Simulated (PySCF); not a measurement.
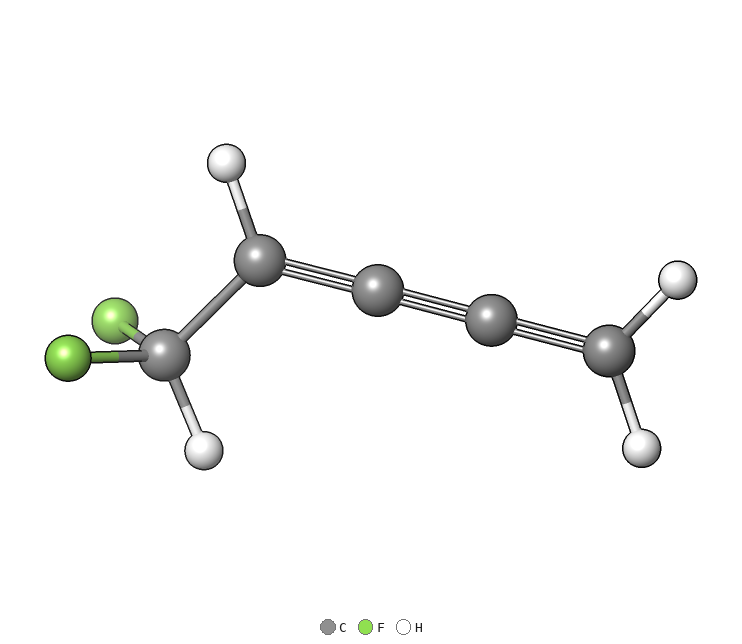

Ball-and-stick drawing of a structure. Multiple sticks mark multiple bonds (one Kekulé form).

What is the molecular formula?

Answer. C5H4F2, 11 atoms: 5 carbon, 4 hydrogen and 2 fluorine.

How many bonds of each kind are drawn?

Answer. 4 C–C, 4 C–H, 2 C–F.

Write the SMILES.

Answer. C=C=C=CC(F)F

Name some functional groups or characteristic bonds that it holds.

Answer. Among them: C–F bond.

The parts below concern this one geometry. Atoms keep their numbers from picture to picture. Computed geometry: PBE0-D3(BJ)/def2-SVP optimisation. No frequency run is at hand to confirm it as a minimum.

**Bond orders**

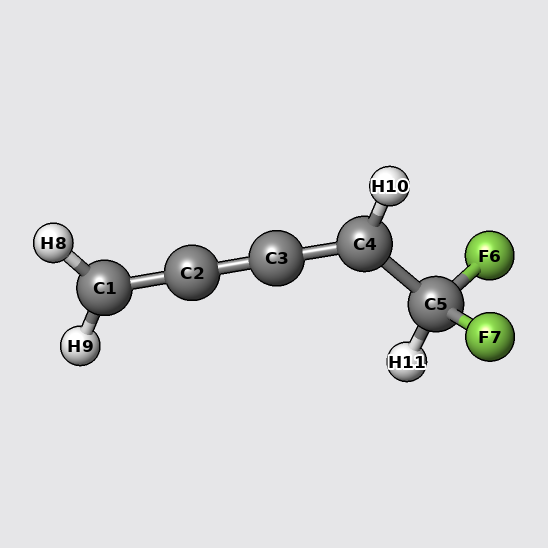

Every bond is drawn as one stick. No frequency run is at hand to confirm it as a minimum. Method: PBE0/cc-pVDZ (PySCF 2.14.0).

Which bond has the highest Mayer bond order?

Answer. C1–C2, 2.12, at a length of 1.317 Å.

List the Mayer bond orders of C1–C2, C1–H8, C1–H9, C2–C3, C3–C4, C4–C5, C4–H10, C5–F6, C5–F7, C5–H11. Atoms whose distances differ by more than 0.02 Å in this geometry are listed apart.

| bond | Mayer order | length (Å) |
| --- | --- | --- |
| C1–C2 | 2.12 | 1.317 |
| C1–H8 | 0.89 | 1.095 |
| C1–H9 | 0.88 | 1.095 |
| C2–C3 | 1.69 | 1.274 |
| C3–C4 | 1.68 | 1.320 |
| C4–C5 | 1.09 | 1.495 |
| C4–H10 | 0.91 | 1.097 |
| C5–F6 | 1.09 | 1.353 |
| C5–F7 | 1.08 | 1.353 |
| C5–H11 | 0.95 | 1.103 |

**NMR shielding**

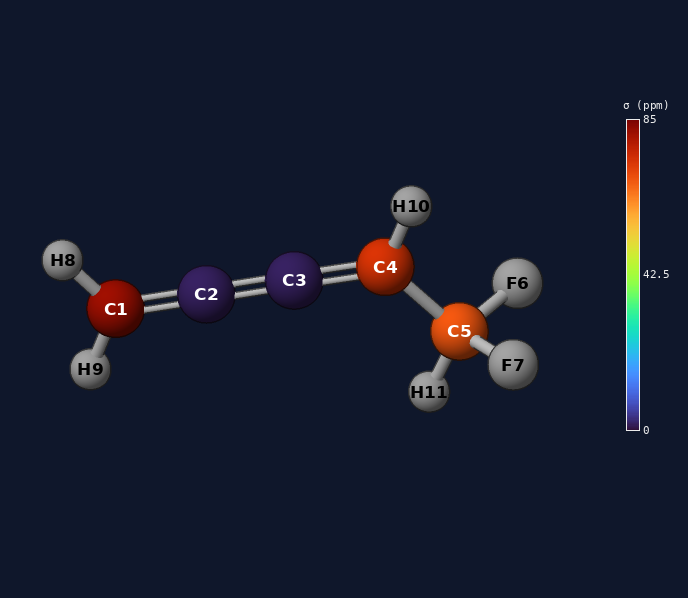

Atoms are coloured by their isotropic NMR shieldings (C only, the others grey). No frequency run is at hand to confirm it as a minimum. Level of theory: GIAO PBE0/def2-TZVP NMR shielding, non-relativistic, gas phase (PySCF 2.14.0).

Give the isotropic NMR shieldings of the C atoms atom by atom.

| atom | σ (ppm) |
| --- | --- |
| C1 | 81.6 |
| C2 | 1.8 |
| C3 | 1.8 |
| C4 | 73.9 |
| C5 | 68.6 |

**Charges**

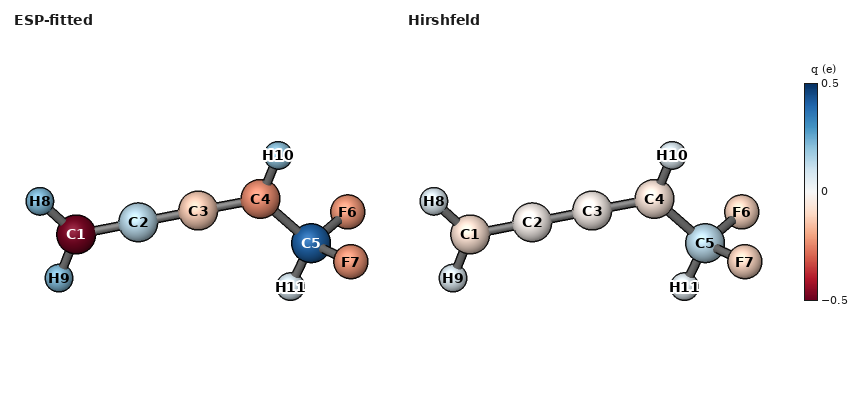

Atomic charges of one calculation by 2 schemes, on one colour scale. No frequency run is at hand to confirm it as a minimum. Level of theory: PBE0/aug-cc-pVDZ (PySCF 2.14.0).

Which scheme gives the most polar picture (largest mean size of the charges)?

Answer. The ESP-fitted charges are the largest in size here.

On which atom do the schemes disagree most?

Answer. On C1 (from −0.48 to −0.08 e).

List the charges (e), one line for each set of equivalent atoms. Atoms whose distances differ by more than 0.02 Å in this geometry are listed apart.

```csv
atom,ESP-fitted,Hirshfeld
C1,−0.48,−0.08
C2,0.14,−0.02
C3,−0.12,−0.03
C4,−0.24,−0.06
C5,0.41,0.14
F6,−0.22,−0.11
F7,−0.22,−0.11
H8,0.23,0.07
H9,0.22,0.07
H10,0.21,0.07
H11,0.08,0.05
```
